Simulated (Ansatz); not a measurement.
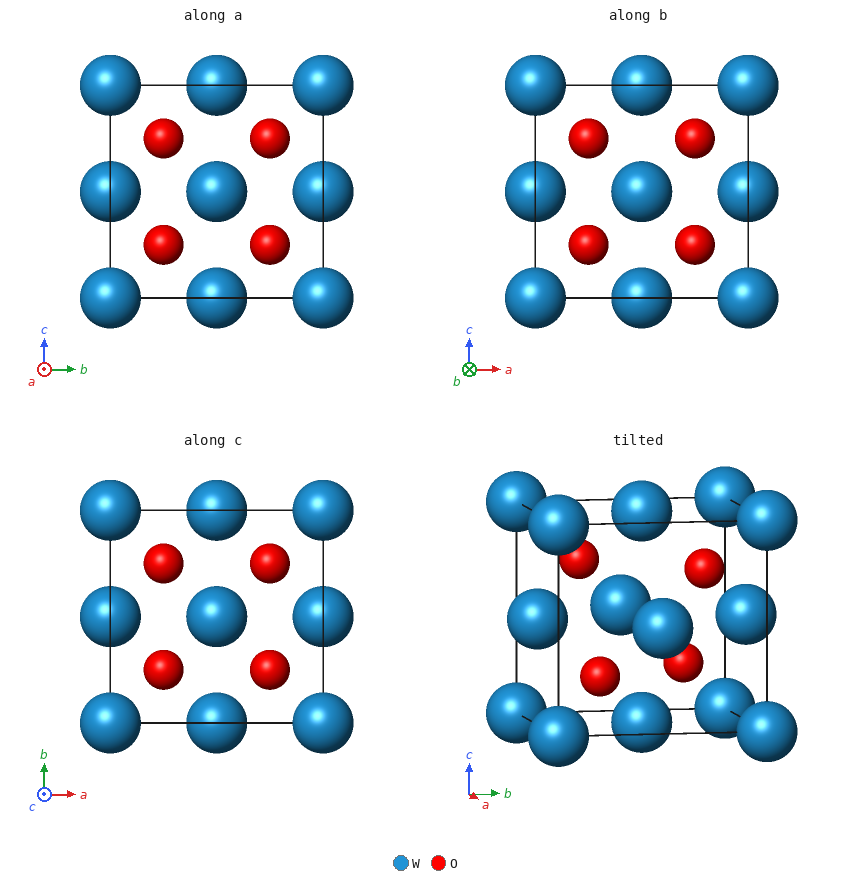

We look at a spheres-only model of the crystal along the a axis, along the b axis, along the c axis and slightly off an axis. One conventional unit cell is framed, with atoms on its boundary repeated.

Lattice parameters: a = 4.953 Å, b = 4.953 Å, c = 4.953 Å, α = 90.00°, β = 90.00°, γ = 90.00°. Put a along x and b in the xy plane.

> Record the structure as a POSCAR file.

```
W O
1.0
     4.953    0.000    0.000
     0.000    4.953    0.000
     0.000    0.000    4.953
W O
4 4
Direct
  0.0000 0.0000 0.0000
  0.0000 0.5000 0.5000
  0.5000 0.0000 0.5000
  0.5000 0.5000 0.0000
  0.2500 0.2500 0.7500
  0.2500 0.7500 0.2500
  0.7500 0.2500 0.2500
  0.7500 0.7500 0.7500
```

The cell started as a structure type filled with these elements by a generator (whether the compound takes this form wasn't checked). Earlier steps of the study, as a rule a relaxation of our own, may have changed the cell and positions, so they can lie some per cent off the listed ones. It was set up as input for a calculation with Ansatz.
